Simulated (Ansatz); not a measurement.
**BClFO radical: a rigid scan of the bond length B2–Cl4**

Aim: the energy along the bond length B2–Cl4, from CCSD(T) and from cheaper methods, relative to the minimum. No other atom is relaxed.

Program: Ansatz 0.2.0, Gaussian basis. Level of theory: single points in def2-TZVPP. These are calculated values, not measurements.

Levels: PBE-D4, r2SCAN-D4, PBE0-D4, B3LYP-D4, wB97M-V, Hartree-Fock, MP2, CCSD, CCSD(T). The scan takes 1.504, 1.556, 1.631, 1.720, 1.817, 1.922, 2.034, 2.152, 2.274 Å.

Cores are frozen in the correlated methods. Orbitals are unrestricted. B3LYP uses VWN-RPA correlation.

19 further runs of the same task are left out: 19 set aside as unsound or not needed.

**1. The system as given**

The minimum, relaxed at PBE0-D4: SMILES `[O]B(F)Cl`, 4 atoms, charge 0, spin multiplicity 2.

Atoms are counted from 1 here; the program's logs count them from 0.

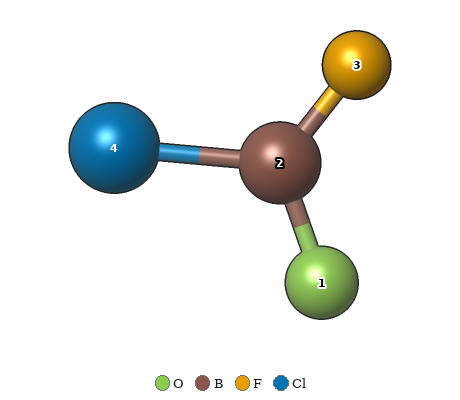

As it starts; oxygen green, boron brown, fluorine amber, chlorine blue; atoms are numbered from 1 in the order of the file.

Geometry (Å):

```
O    -0.23985   -1.25738   -0.51804
B    -0.09733   -0.00602   -0.06167
F    -0.99691    0.92985   -0.25711
Cl    1.38969    0.27324    0.81652
```

Energies of the minimum (eV), from earlier single points: PBE-D4 -17956.68962, r2SCAN-D4 -17964.21536, PBE0-D4 -17957.68927, B3LYP-D4 -17968.02681, wB97M-V -17965.44595, CCSD(T) -17944.76937.

At the minimum the bond length B2–Cl4 is 1.749 Å.

**2. B2–Cl4 = 1.504 Å**

ccsdt-tzvpp/in.yaml

```yaml
crystal:
  periodic: [false, false, false]
  atoms:
    - {symbol: O, position_ang: [-0.239850, -1.257377, -0.518040]}
    - {symbol: B, position_ang: [-0.097327, -0.006016, -0.061670]}
    - {symbol: F, position_ang: [-0.996910, 0.929849, -0.257113]}
    - {symbol: Cl, position_ang: [1.181089, 0.234070, 0.693330]}
basis:
  gaussian: {orbitals: def2-TZVPP}
magnetization: {spin_polarized: true, initial_magnetization: 1}
correlation: {method: ccsd_t}
scf: {omitted_lower_state_checks: [cluster_reference]}
```

No record of the launch command was kept for these runs.

After this run come: B2–Cl4 = 1.556 Å; B2–Cl4 = 1.631 Å; B2–Cl4 = 1.720 Å; B2–Cl4 = 1.817 Å; B2–Cl4 = 1.922 Å; B2–Cl4 = 2.034 Å; B2–Cl4 = 2.152 Å; B2–Cl4 = 2.274 Å.

Before running it: what results should come out? Wanted: highest point, CCSD(T); lowest point, CCSD(T); minimum along the scan, CCSD(T); RMS deviation from CCSD(T); largest T1 diagnostic.

The runs gave:

| quantity | value |
| --- | --- |
| highest point, CCSD(T) | 35.3 kcal/mol at 2.274 Å |
| lowest point, CCSD(T) | 0.0 kcal/mol at 1.749 Å |
| minimum along the scan, CCSD(T) | 1.753 Å |
| curvature there | 24.3 eV/Å² |
| RMS deviation from CCSD(T) | PBE-D4 3.4, r2SCAN-D4 1.2, PBE0-D4 0.7, B3LYP-D4 1.8, wB97M-V 0.3, Hartree-Fock 1.5, MP2 1.2, CCSD 0.6 kcal/mol |
| largest T1 diagnostic | 0.024 |

What this shows: A polynomial through the near points puts the CCSD(T) minimum 0.004 Å above the PBE0-D4 value. The third derivative is negative, the usual anharmonicity of a bond. Curvature against CCSD(T): PBE-D4 -15 %, Hartree-Fock +6 %. Best along the scan: wB97M-V. Worst: PBE-D4.
